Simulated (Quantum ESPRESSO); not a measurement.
# Voltage at the next charge: Fe(110), 5 layers against an electrode

How the rows were computed: Quantum ESPRESSO 7.5, LDA, GBRV ultrasoft; ESM with bc3, a metal electrode 6.05 Å above the top atoms; cell area 5.824 Å²; ions fixed. V is the potential energy of an electron at the electrode over the slab's Fermi level, divided by e, so that it equals the work function at zero charge; positive charge removes electrons.

```
charge (e a cell)  V (V)
                0  5.044
           0.0087  6.203
           0.0175  7.393
```

To predict: What is V at a charge of 0.0349 e, and what capacitance do the rows imply?

**Worked estimate.** The last two rows give dV/dq = (7.393 − 6.203)/(0.0175 − 0.0087) = 135.2 V/e, so C = 1602/(5.824 × 135.2) = 2.03 µF/cm², an effective gap of 8.854/2.03 = 4.35 Å. At constant C, V = 7.393 + 135.2 × 0.0174 = 9.75 V.

**Check.** V = 9.786 V; the estimate misses by −0.04 V, 1.7 % of the step. Over the three intervals C goes 2.07, 2.03 and 2.00 µF/cm²: it falls as electrons leave, the surface charge drawing back towards the atoms.

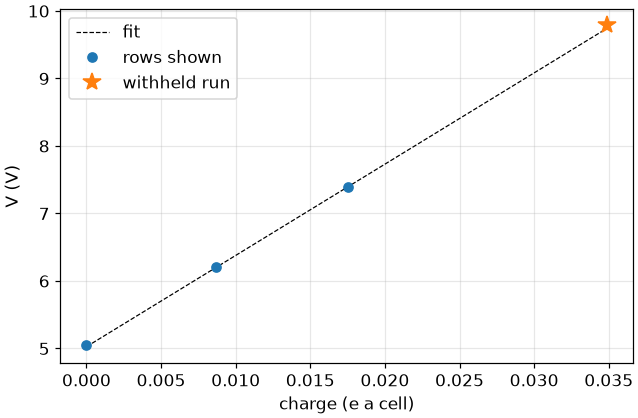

The rows shown, the fit and the withheld run.

**Limits.** Vacuum fills the gap; a dielectric or electrolyte would change C. The slab is thin.

[Logs are printed without paths, hosts, clocks, repeated set-up lines and the standing remarks that a program may print on its own settings, such as how far it seeks lower states.]
